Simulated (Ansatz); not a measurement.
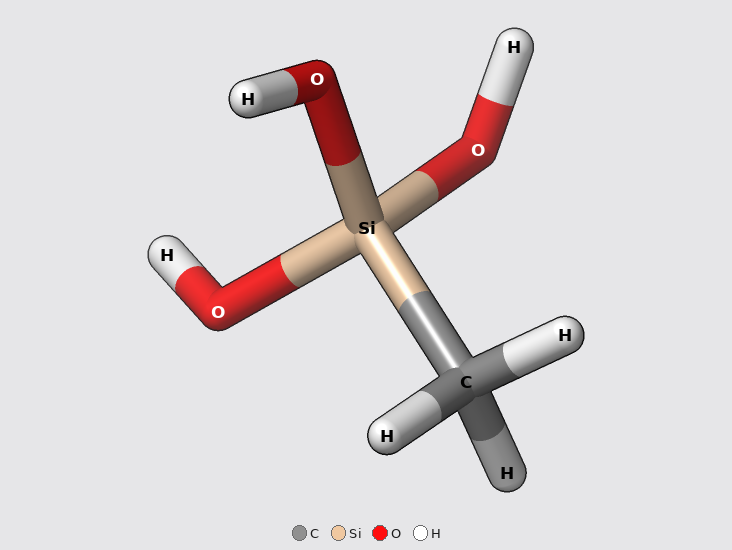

Rendered structure (stick style). Every bond is drawn as one stick, whatever its order.

Description:

Formula CH6O3Si. SMILES: `C[Si](O)(O)O`. It has no ring. Among its groups: Si–O bond. Coordination: 1 C tetrahedral; 1 Si tetrahedral; 3 O bent.

The parts below concern this one geometry. Atoms keep their numbers from picture to picture. The computed structure is the end point of a PBE0-D4/def2-TZVP optimisation.

**Shape**

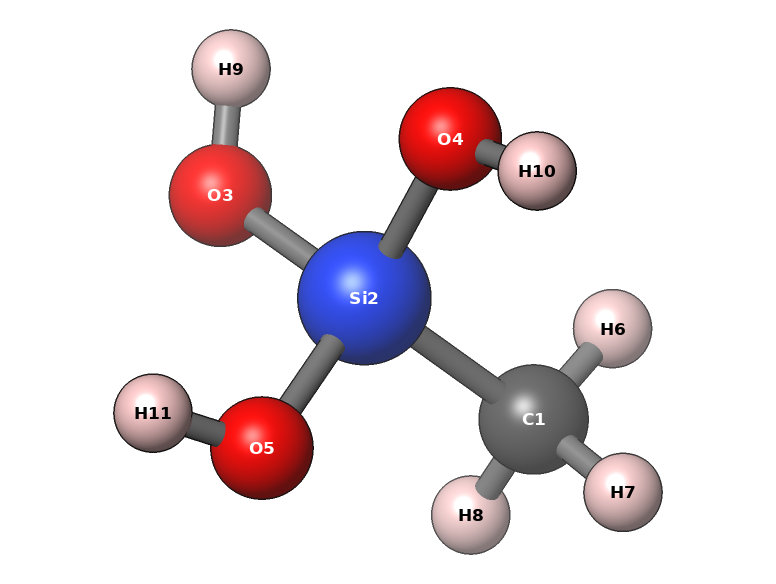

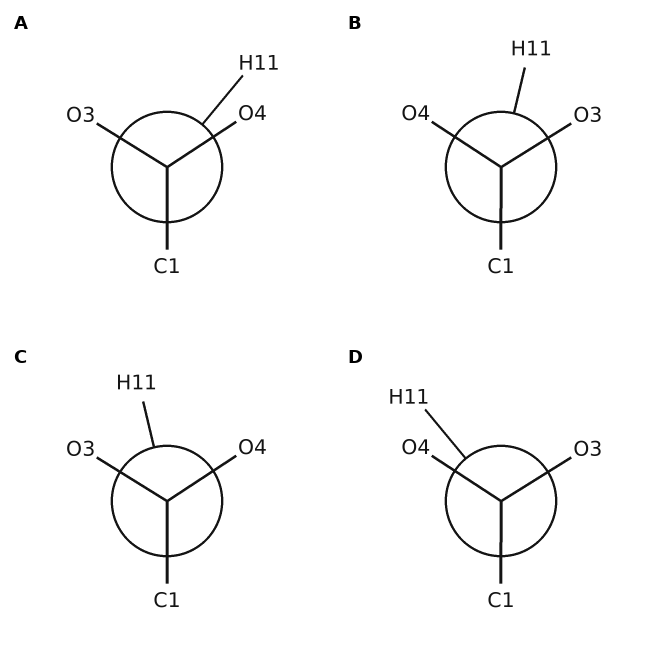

Distant atoms are faded towards the background colour. Bonds that would overlap in a projection are set slightly apart.

> Which Newman projection shows the view along Si2–O5, with Si2 in front?

B. The torsion angle O3–Si2–O5–H11 is −45°, synclinal (gauche).

**Vibrations**

Harmonic vibrations computed with RKS PBE0-D4/def2-TZVP (Ansatz 0.2.0) at a stationary point of the same level.

> How many vibrational modes are there, and where do they lie?

27 modes: 113, 147, 214, 221, 262, 276, 326, 361, 374, 688, 761, 775, 808, 817, 830, 905, 957, 983, 1288, 1448, 1451, 3057, 3139, 3146, 3919, 3929, 3933 cm⁻¹.

**Charges**

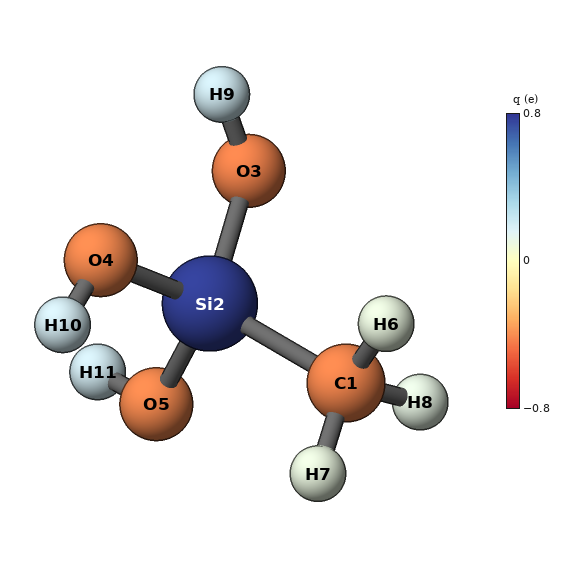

Atoms are coloured by their Mulliken charges. Properties computed with RKS B3LYP-D4/def2-TZVPP (Ansatz 0.2.0).

Give the Mulliken charges atom by atom.

```
atom  value (e)
  C1      −0.41
 Si2       0.76
  O3      −0.41
  O4      −0.41
  O5      −0.40
  H6       0.10
  H7       0.09
  H8       0.11
  H9       0.20
 H10       0.18
 H11       0.19
```

**Electronic properties**

Method: RKS HSE06-D4/def2-TZVPP (Ansatz 0.2.0).

> What is the dispersion correction?

−16.2 kJ/mol.

> Estimate the HOMO–LUMO gap.

8.54 eV.

> What is the HOMO energy (Kohn–Sham orbital)?

−8.30 eV.

Mulliken values depend strongly on the basis set and can even reverse the polarity of a bond.
